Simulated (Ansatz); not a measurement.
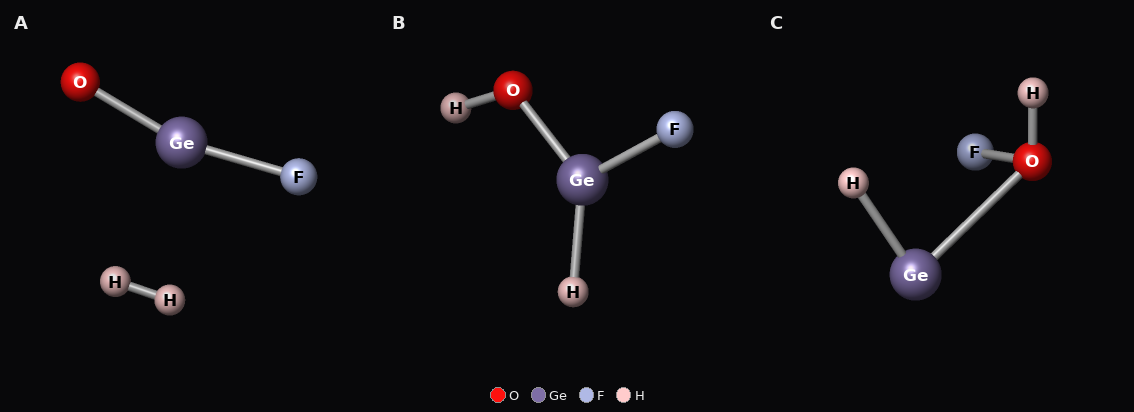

3 stationary structures of one formula. Charge +1, singlet. Geometries: PBE0-D4/def2-TZVP. Electronic energies: RHF-CCSD(T) (frozen core)/def2-TZVPP (Ansatz 0.2.0), without zero-point energy. No frequency run is at hand to confirm each as a minimum.

Which is lowest in energy, and by how much?

Answer. B is lowest (Cs); A lies 330.5 kJ/mol above it (Cs), C lies 496.0 kJ/mol above it (C1).
